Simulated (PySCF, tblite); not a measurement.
# C4H11B2P: geometry, infrared bands and NMR shifts

Wanted: the infrared bands and NMR shifts of C4H11B2P (`BPBC(=C)CC`), by calculation.

Computed with tblite 0.8.0 and PySCF 2.14.0, with density-fitted response routines of our own, on a single molecule in the gas phase. Atoms count from 0, in the outputs and in this text.

### 1 The starting structure

18 atoms, charge 0, multiplicity 1; geometry from: force field or distance geometry start.

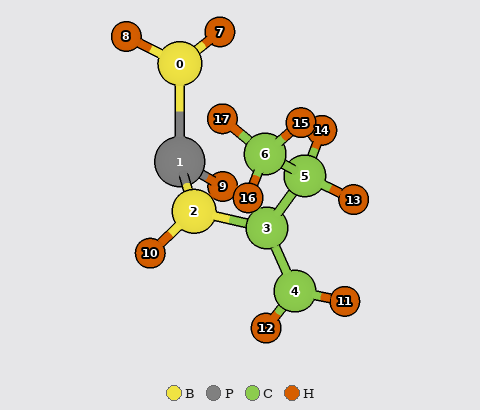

As it starts; boron yellow, phosphorus grey, carbon green, hydrogen orange, atoms numbered; sticks join atoms by distance.

### 2 Relaxing the molecule with GFN2-xTB

Job settings and geometry (Å):

```
{"job": {"kind": "relax", "xc": "GFN2-xTB", "basis": "xTB"}, "charge": 0, "multiplicity": 1}
B      3.006100     1.008100    -0.266000
P      2.290500    -0.743900    -0.513300
B      0.437600    -0.806400    -0.932400
C     -0.703500    -0.779400     0.136400
C     -1.251700    -1.961100     0.528200
C     -1.150900     0.495000     0.725500
C     -1.687700     1.446200    -0.326100
H      3.539600     1.243900     0.767700
H      3.455300     1.546300    -1.213100
H      2.666800    -1.677700     0.543200
H      0.150900    -1.398700    -1.945400
H     -2.025000    -1.922300     1.262400
H     -0.903900    -2.875800     0.080500
H     -1.994700     0.282400     1.415500
H     -0.367500     0.977300     1.373900
H     -2.173400     2.291500     0.214600
H     -2.447800     0.986300    -0.966800
H     -0.849200     1.894500    -0.896300
```

On the command line:

```bash
$ OMP_NUM_THREADS=1 python probes_run.py task.json out
```

This one command runs all jobs of the session in turn.

Log:

```text
step      E/eV     max force
  0    -518.44697    2.071
  1    -518.67130    1.604
  2    -518.85466    1.166
  3    -519.02533    1.118
  4    -519.14329    1.039
  5    -519.20779    0.672
  6    -519.25807    0.722
  7    -519.30976    0.712
  8    -519.35641    0.858
  9    -519.39851    0.789
 10    -519.44243    0.701
 11    -519.48898    0.807
 12    -519.54051    0.916
 13    -519.59126    0.657
 14    -519.62325    0.510
 15    -519.65082    0.559
 16    -519.67820    0.442
 17    -519.69688    0.340
 18    -519.71393    0.339
 19    -519.72986    0.415
 20    -519.74724    0.386
 21    -519.76665    0.357
 22    -519.78496    0.322
 23    -519.79738    0.308
 24    -519.80602    0.253
 25    -519.81299    0.211
 26    -519.81926    0.176
 27    -519.82371    0.157
 28    -519.82703    0.135
 29    -519.83013    0.172
 30    -519.83360    0.165
 31    -519.83682    0.122
 32    -519.83936    0.108
 33    -519.84154    0.136
 34    -519.84414    0.159
 35    -519.84726    0.158
 36    -519.85033    0.172
 37    -519.85291    0.117
 38    -519.85518    0.117
 39    -519.85748    0.125
 40    -519.86006    0.134
 41    -519.86206    0.102
 42    -519.86336    0.083
 43    -519.86422    0.061
 44    -519.86493    0.086
 45    -519.86568    0.080
 46    -519.86645    0.066
 47    -519.86715    0.054
 48    -519.86779    0.054
 49    -519.86853    0.062
 50    -519.86957    0.102
 51    -519.87094    0.124
 52    -519.87246    0.107
 53    -519.87380    0.078
 54    -519.87485    0.073
 55    -519.87570    0.076
 56    -519.87657    0.079
 57    -519.87759    0.076
 58    -519.87884    0.104
 59    -519.88025    0.102
 60    -519.88149    0.085
 61    -519.88229    0.094
 62    -519.88283    0.053
 63    -519.88326    0.051
 64    -519.88385    0.062
 65    -519.88456    0.081
 66    -519.88542    0.083
 67    -519.88624    0.065
 68    -519.88698    0.064
 69    -519.88771    0.094
 70    -519.88866    0.116
 71    -519.88981    0.091
 72    -519.89103    0.084
 73    -519.89223    0.083
 74    -519.89356    0.088
 75    -519.89499    0.130
 76    -519.89681    0.106
 77    -519.89880    0.141
 78    -519.90068    0.115
 79    -519.90275    0.141
 80    -519.90542    0.193
 81    -519.90777    0.148
 82    -519.91042    0.105
 83    -519.91226    0.113
 84    -519.91357    0.134
 85    -519.91439    0.073
 86    -519.91593    0.092
 87    -519.91802    0.136
 88    -519.91934    0.106
 89    -519.92041    0.110
 90    -519.92180    0.084
 91    -519.92420    0.104
 92    -519.92704    0.123
 93    -519.93065    0.231
 94    -519.93287    0.102
 95    -519.93484    0.252
 96    -519.93755    0.090
 97    -519.93916    0.096
 98    -519.94083    0.090
 99    -519.94238    0.086
100    -519.94365    0.088
101    -519.94532    0.090
102    -519.94631    0.249
103    -519.94910    0.142
104    -519.95165    0.122
105    -519.95465    0.104
106    -519.95626    0.098
107    -519.95860    0.108
108    -519.96047    0.131
109    -519.96283    0.157
110    -519.96547    0.150
111    -519.96803    0.188
112    -519.96473    0.356
113    -519.97228    0.175
114    -519.97406    0.091
115    -519.97721    0.102
116    -519.97964    0.110
117    -519.98173    0.107
118    -519.98373    0.105
119    -519.98563    0.099
120    -519.98779    0.105
121    -519.99093    0.128
122    -519.99357    0.134
123    -519.99585    0.158
124    -519.99920    0.177
125    -520.00180    0.147
126    -520.00379    0.128
127    -520.00553    0.092
128    -520.00710    0.072
129    -520.00844    0.070
130    -520.00923    0.064
131    -520.00999    0.065
132    -520.01112    0.064
133    -520.01219    0.122
134    -520.01340    0.088
135    -520.01472    0.086
136    -520.01694    0.113
137    -520.01890    0.162
138    -520.01897    0.233
139    -520.02247    0.111
140    -520.02365    0.079
141    -520.02457    0.075
142    -520.02542    0.080
143    -520.02626    0.059
144    -520.02710    0.070
145    -520.02766    0.065
146    -520.02811    0.074
147    -520.02846    0.046
148    -520.02868    0.029
149    -520.02877    0.027
150    -520.02885    0.017
151    -520.02893    0.017
152    -520.02898    0.019
153    -520.02905    0.020
154    -520.02914    0.023
155    -520.02926    0.030
156    -520.02944    0.033
157    -520.02969    0.042
158    -520.03004    0.048
159    -520.03052    0.044
160    -520.03108    0.045
161    -520.03165    0.050
162    -520.03226    0.043
163    -520.03294    0.044
164    -520.03367    0.064
165    -520.03440    0.078
166    -520.03514    0.093
167    -520.03598    0.098
168    -520.03711    0.145
169    -520.03666    0.182
170    -520.03563    0.271
171    -520.03734    0.321
172    -520.04049    0.068
173    -520.04126    0.053
174    -520.04216    0.071
175    -520.04281    0.063
176    -520.04318    0.040
177    -520.04344    0.036
178    -520.04377    0.034
179    -520.04388    0.021
180    -520.04391    0.021
181    -520.04396    0.011
182    -520.04398    0.009
```

It took 1.3 s on 1 thread of Arm Neoverse V1, shared host; peak memory 0.18 GiB.

Along the way: (not every step is listed)

```
step  energy from step 0 (eV)  largest force (eV/Å)
   0                   0.0000                2.0715
   1                  -0.2243                1.6041
   2                  -0.4077                1.1662
   3                  -0.5784                1.1179
   4                  -0.6963                1.0387
   5                  -0.7608                0.6723
   6                  -0.8111                0.7224
   7                  -0.8628                0.7117
   8                  -0.9094                0.8582
  24                  -1.3591                0.2535
  40                  -1.4131                0.1339
  56                  -1.4296                0.0794
  72                  -1.4441                0.0841
  88                  -1.4724                0.1056
 104                  -1.5047                0.1218
 120                  -1.5408                0.1047
 136                  -1.5700                0.1126
 152                  -1.5820                0.0188
 168                  -1.5901                0.1452
 177                  -1.5965                0.0361
 178                  -1.5968                0.0342
 179                  -1.5969                0.0205
 180                  -1.5969                0.0214
 181                  -1.5970                0.0110
 182                  -1.5970                0.0093
```

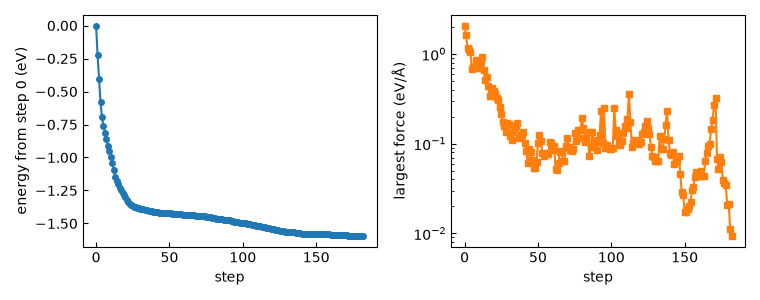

Energy and force, step by step.

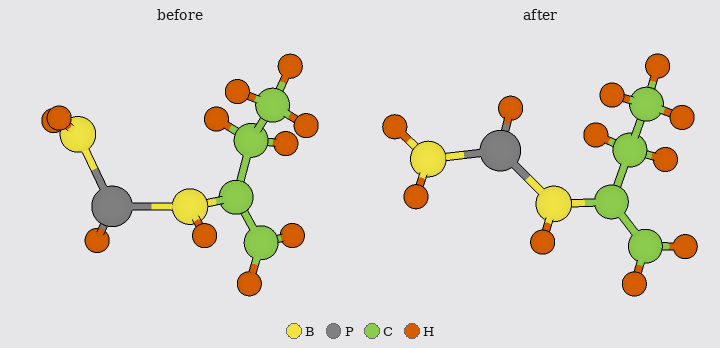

The geometry before (left) and after (right).

Distances of close pairs at the start and the end, largest changes first:

| bond | before (Å) | after (Å) | change (Å) |
| --- | --- | --- | --- |
| B0–P1 | 1.909 | 1.794 | -0.114 |
| P1–B2 | 1.901 | 1.812 | -0.089 |
| P1–H9 | 1.459 | 1.376 | -0.084 |
| C3–C5 | 1.474 | 1.510 | +0.036 |
| B2–H10 | 1.208 | 1.175 | -0.033 |
| C5–H14 | 1.126 | 1.093 | -0.032 |
| C6–H15 | 1.115 | 1.088 | -0.027 |
| C3–C4 | 1.360 | 1.337 | -0.024 |

The final coordinates are the input of the step that follows.

### 3 Harmonic vibrations with GFN2-xTB

Job settings and geometry (Å):

```
{"job": {"kind": "ir", "xc": "GFN2-xTB", "basis": "xTB"}, "charge": 0, "multiplicity": 1}
B      3.597123     0.469575    -0.664923
P      1.853147     0.517301    -0.245500
B      0.653096    -0.799701    -0.573340
C     -0.743138    -0.916854     0.101337
C     -1.493272    -2.008120    -0.080028
C     -1.276011     0.197751     0.968979
C     -1.711794     1.387398     0.114513
H      4.344957     1.234884    -0.193954
H      3.959576    -0.322625    -1.446804
H      1.527367     1.399235     0.758865
H      0.988172    -1.605674    -1.359395
H     -2.456971    -2.133721     0.392026
H     -1.165372    -2.823951    -0.702477
H     -2.127706    -0.153694     1.556466
H     -0.497459     0.521202     1.665376
H     -2.043949     2.210983     0.743282
H     -2.530914     1.099345    -0.541027
H     -0.885609     1.732985    -0.505054
```

Log:

```text
mode    cm-1     km/mol
  1      28.1      0.94
  2      60.2      1.53
  3      89.2      0.04
  4     131.0      0.21
  5     172.5      1.03
  6     200.6      1.85
  7     240.0      2.64
  8     274.5      4.73
  9     350.7      0.44
 10     447.0      0.52
 11     474.1      7.43
 12     539.6     19.28
 13     661.9      0.09
 14     686.7      3.13
 15     723.3     27.79
 16     756.2     25.22
 17     772.3    103.06
 18     825.6      1.29
 19     839.2      6.13
 20     857.1      8.83
 21     875.7     35.94
 22     914.2     21.15
 23     946.2      3.02
 24    1033.7      2.38
 25    1078.9     26.96
 26    1084.1     14.65
 27    1089.9     94.07
 28    1164.1    112.89
 29    1230.4     10.29
 30    1267.3     19.84
 31    1315.7      1.94
 32    1407.6      1.79
 33    1417.2      2.50
 34    1488.4      0.55
 35    1496.4      1.69
 36    1504.3      1.05
 37    1638.2     24.27
 38    2376.9    108.59
 39    2600.0     89.81
 40    2624.4    141.21
 41    2666.0    115.30
 42    2949.3     41.71
 43    2969.2     37.09
 44    3016.2     55.35
 45    3026.1     43.40
 46    3034.2     28.37
 47    3067.3     48.43
 48    3111.5     41.81
```

It took 0.62 s on 1 thread of Arm Neoverse V1, shared host; peak memory 0.18 GiB.

The strongest bands and the atoms that carry them (share of the mass-weighted mode):

```
cm⁻¹  km/mol                      atoms
 772   103.1  H8 36 %, H7 26 %, B0 19 %
1090    94.1          H10 32 %, B2 31 %
1164   112.9  H8 39 %, H7 38 %, B0 19 %
2377   108.6                    H9 97 %
2600    89.8                   H10 92 %
2624   141.2           H8 60 %, H7 36 %
2666   115.3  H7 56 %, H8 32 %, B0 11 %
3016    55.4                   H17 89 %
```

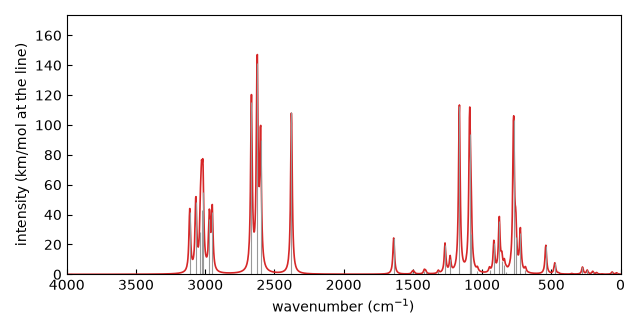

The infrared spectrum from these modes, unscaled. Lines are broadened to a width of 14 cm⁻¹ (Lorentzian).

### 4 NMR shieldings: PBE0/pcSseg-1

The job, as its differences from that of step 3:

```diff
@@ -1,2 +1,2 @@
-{"job": {"kind": "ir", "xc": "GFN2-xTB", "basis": "xTB"}, "charge": 0, "multiplicity": 1}
+{"job": {"kind": "nmr", "xc": "PBE0", "basis": "pcSseg-1"}, "charge": 0, "multiplicity": 1}
 B      3.597123     0.469575    -0.664923
```

With the program's defaults for keys left out, this is: GIAO PBE0/pcSseg-1 NMR shielding, non-relativistic, gas phase.

Log:

```text
coarse grid: 14960 points
cycle   1  E = -549.5348060313  dE =  5.810e-01  |g| = 3.716e-01  |ddm| = 3.653e+00
cycle   2  E = -549.5332463098  dE =  1.560e-03  |g| = 3.948e-01  |ddm| = 7.875e-01
cycle   3  E = -549.5768688220  dE = -4.362e-02  |g| = 6.281e-02  |ddm| = 4.361e-01
cycle   4  E = -549.5775823254  dE = -7.135e-04  |g| = 3.561e-02  |ddm| = 8.261e-02
cycle   5  E = -549.5779032769  dE = -3.210e-04  |g| = 9.494e-03  |ddm| = 3.750e-02
cycle   6  E = -549.5779311230  dE = -2.785e-05  |g| = 1.703e-03  |ddm| = 1.255e-02
cycle   7  E = -549.5779318524  dE = -7.294e-07  |g| = 4.931e-04  |ddm| = 2.098e-03
final grid: 138272 points
cycle   8  E = -549.6178805298  dE = -4.955e-05  |g| = 8.036e-03  |ddm| = 3.495e-02
cycle   9  E = -549.6178764113  dE =  4.118e-06  |g| = 8.976e-03  |ddm| = 1.561e-02
cycle  10  E = -549.6178987853  dE = -2.237e-05  |g| = 8.663e-04  |ddm| = 8.874e-03
cycle  11  E = -549.6178989571  dE = -1.718e-07  |g| = 3.380e-04  |ddm| = 1.002e-03
cycle  12  E = -549.6178989852  dE = -2.813e-08  |g| = 1.105e-04  |ddm| = 3.907e-04
cycle  13  E = -549.6178989889  dE = -3.668e-09  |g| = 2.354e-05  |ddm| = 1.479e-04
cycle  14  E = -549.6178989891  dE = -1.530e-10  |g| = 6.041e-06  |ddm| = 2.946e-05
converged SCF energy = -549.6178989891

GIAO shielding tensors (ppm)
atom      isotropic    diamagn.    paramagn.     s11        s22        s33       span
  0 B       34.492     195.188    -160.696    -46.681      5.132    145.026    191.707
  1 P      331.232     973.407    -642.174    124.700    422.322    446.675    321.975
  2 B       39.736     195.328    -155.592    -18.650     16.558    121.300    139.950
  3 C       21.750     260.106    -238.356    -94.116    -18.009    177.375    271.491
  4 C       36.885     252.968    -216.083    -67.378     40.733    137.300    204.678
  5 C      150.609     248.095     -97.486    138.313    145.183    168.332     30.019
  6 C      166.985     249.032     -82.047    155.576    161.241    184.139     28.562
  7 H       24.057      28.655      -4.599     17.349     26.968     27.853     10.504
  8 H       24.172      29.264      -5.092     17.254     27.044     28.216     10.962
  9 H       26.211      33.657      -7.446     21.834     26.764     30.035      8.201
 10 H       24.637      31.695      -7.058     20.628     25.388     27.896      7.268
 11 H       25.145      31.195      -6.050     21.415     24.671     29.349      7.934
 12 H       25.484      31.030      -5.546     22.694     24.433     29.326      6.631
 13 H       29.451      32.322      -2.871     25.707     28.204     34.443      8.736
 14 H       29.075      33.175      -4.100     25.851     28.561     32.814      6.963
 15 H       30.439      29.594       0.845     26.768     27.020     37.529     10.761
 16 H       30.835      30.540       0.295     26.938     29.018     36.547      9.609
 17 H       30.387      32.204      -1.817     25.363     30.915     34.884      9.521
```

It took 50 s on 1 thread of Arm Neoverse V1, shared host; peak memory 0.82 GiB.

Shifts follow as δ = σ(reference) − σ, with reference shieldings (ppm) from runs at the same level and on the same kind of geometry: 1H TMS 31.72, 13C TMS 186.9, 31P H3PO4 318.4, 11B BF3·OEt2 100.1. The references are single molecules in the gas phase, so shifts against H2O, NH3, PH3, H3PO4 or CFCl3 are not on the usual liquid scales and can be off by tens of ppm. Atoms listed in one row are averaged.

```
        atoms                             environment  σ (ppm)  δ (ppm)  δ scaled to CDCl3
           C3         fully substituted alkene carbon     21.8    165.2              159.3
           C4                    terminal =CH2 carbon     36.9    150.0              144.5
           C5                         allylic sp3 CH2    150.6     36.3               33.5
           C6                           methyl carbon    167.0     19.9               17.5
       H7, H8         hydrogen on a boron bonded to P    24.11     7.60                  –
          H10      hydrogen on a boron bonded to C, P    24.64     7.08                  –
          H11      hydrogen on a terminal =CH2 carbon    25.15     6.57               6.30
          H12      hydrogen on a terminal =CH2 carbon    25.48     6.23               5.98
           H9  hydrogen on a phosphorus bonded to 2 B    26.21     5.51                  –
     H13, H14          hydrogen on an allylic sp3 CH2    29.26     2.45               2.42
H15, H16, H17             hydrogen on a methyl carbon    30.55     1.16               1.20
           B0                  boron bonded to P, 2 H     34.5     65.6                  –
           B2                 boron bonded to C, P, H     39.7     60.3                  –
           P1             phosphorus bonded to 2 B, H    331.2    -12.9                  –
```

The scaled column applies a straight-line fit of computed shieldings to shifts measured in CDCl3 (root-mean-square error 0.16 ppm for H, 1.9 ppm for C).

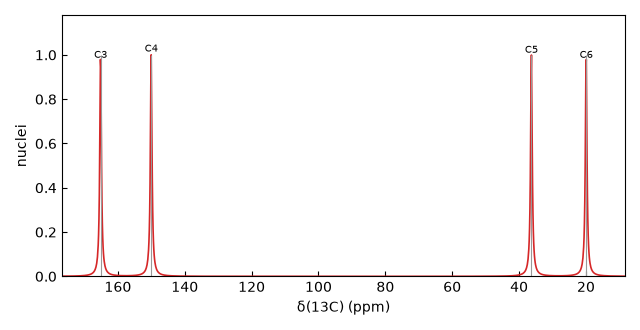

13C lines at the computed shifts, without couplings. Lines are broadened to a width of 0.58 ppm (Lorentzian).

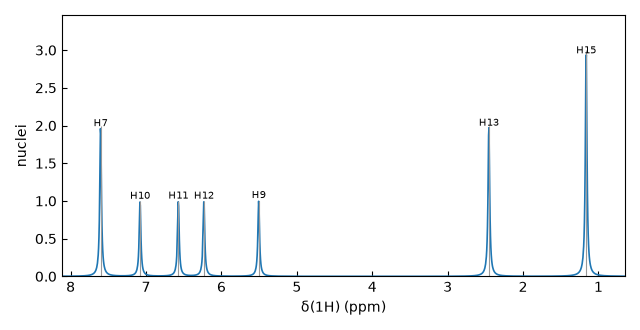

1H lines at the computed shifts, without couplings. Lines are broadened to a width of 0.03 ppm (Lorentzian).

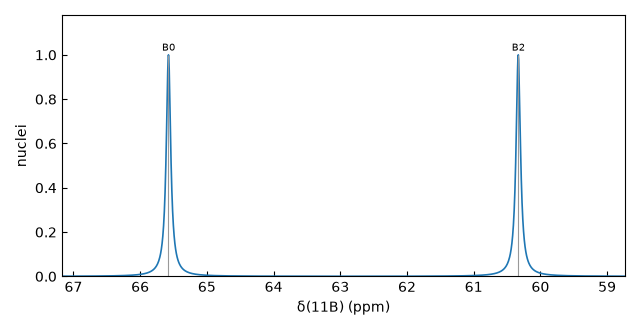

11B lines at the computed shifts, without couplings. Lines are broadened to a width of 0.08 ppm (Lorentzian).

Charges from the same density, by scheme (e):

| atoms | Mulliken | IAO | Hirshfeld | ESP fit |
| --- | --- | --- | --- | --- |
| B0 | -0.01 | -0.28 | 0.04 | 0.07 |
| P1 | -0.27 | 0.35 | 0.08 | -0.23 |
| B2 | 0.30 | -0.16 | 0.06 | 0.16 |
| C3 | -0.51 | -0.09 | -0.06 | -0.13 |
| C4 | -0.07 | -0.25 | -0.06 | -0.38 |
| C5 | -0.19 | -0.25 | -0.07 | 0.20 |
| C6 | -0.28 | -0.41 | -0.12 | -0.24 |

Mulliken charges:

B0 -0.01; P1 -0.27; B2 0.30; C3 -0.51; C4 -0.07; C5 -0.19; C6 -0.28; H7 0.03; H8 0.03; H9 0.09; H10 0.05; H11 0.11; H12 0.12; H13 0.11; H14 0.12; H15 0.12; H16 0.12; H17 0.12

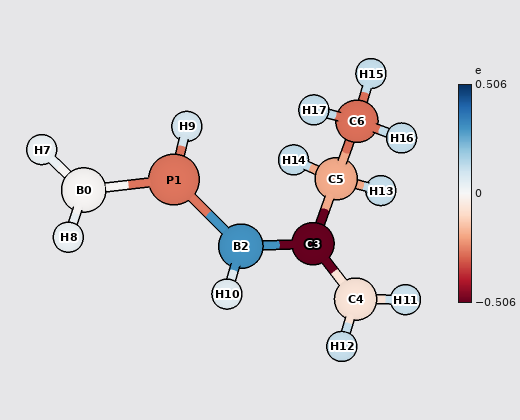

Mulliken charges, as colours on the atoms.

Mayer bond orders: B0–P1 1.31, P1–B2 1.17, B2–C3 0.98, C3–C4 1.92, C3–C5 1.03, C5–C6 1.04.

Orbitals, density, ELF and potential are computed afterwards from the orbital file.

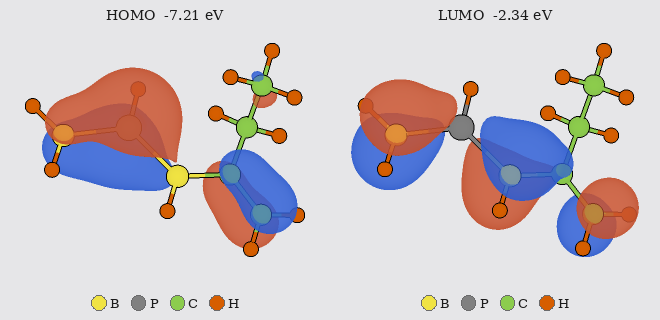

PBE0/pcSseg-1 orbitals near the gap, drawn at the value that encloses 70 % of each; the two colours are the two signs.

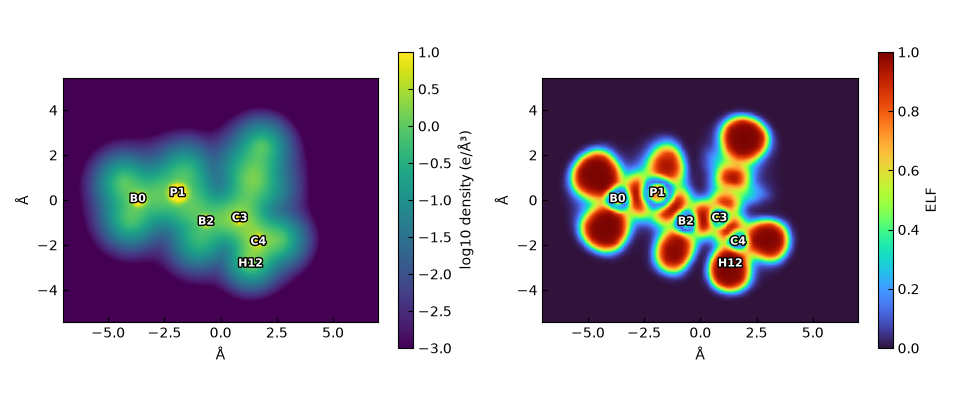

Density (left) and ELF (right) in a plane through or near 6 of the atoms.

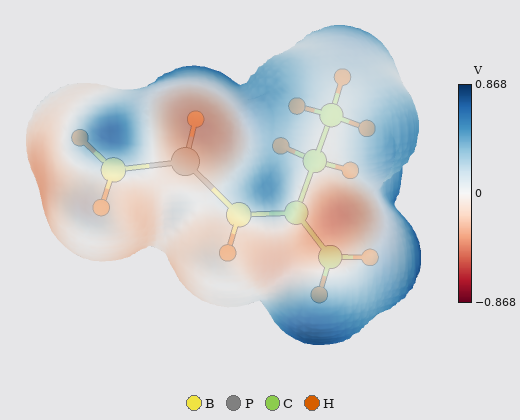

The potential that a unit positive charge feels on the 0.002 e/bohr³ surface, from -0.39 V near C4 to 0.87 V near H9.

### 5 Results

```
                                                              quantity                                         value
                             strongest single infrared mode (GFN2-xTB)                         2624 cm⁻¹, 141 km/mol
                                          zero-point energy (GFN2-xTB)                                 88.0 kcal/mol
                                13C shifts against TMS (PBE0/pcSseg-1)                  165.2, 150.0, 36.3, 19.9 ppm
1H shifts against TMS (PBE0/pcSseg-1, means over atoms taken as alike)  7.60, 7.08, 6.57, 6.23, 5.51, 2.45, 1.16 ppm
                           11B shifts against BF3·OEt2 (PBE0/pcSseg-1)                                65.6, 60.3 ppm
                              31P shifts against H3PO4 (PBE0/pcSseg-1)                                     -12.9 ppm
                                 surface potential, least and greatest                            -0.39 V and 0.87 V
```

Over 182 steps the energy fell by 1.597 eV; of the close pairs, B0–P1 changed most, 1.909 to 1.794 Å. All 48 modes are real, so the xTB geometry is a minimum. The strongest single mode, at 2624 cm⁻¹, moves mainly H8 and H7. GFN2-xTB is a fitted tight-binding method: band positions and strengths are rough. Its intensities can rank the bands wrongly. At PBE0/pcSseg-1: Shielding is most anisotropic at P1 (span 322 ppm, paramagnetic term -642 ppm). At PBE0/pcSseg-1, counted by nearest atom on the grid, the HOMO lies on P1 44 %; C4 13 %, the LUMO on B0, B2 about 27 % each; C4 13 %.
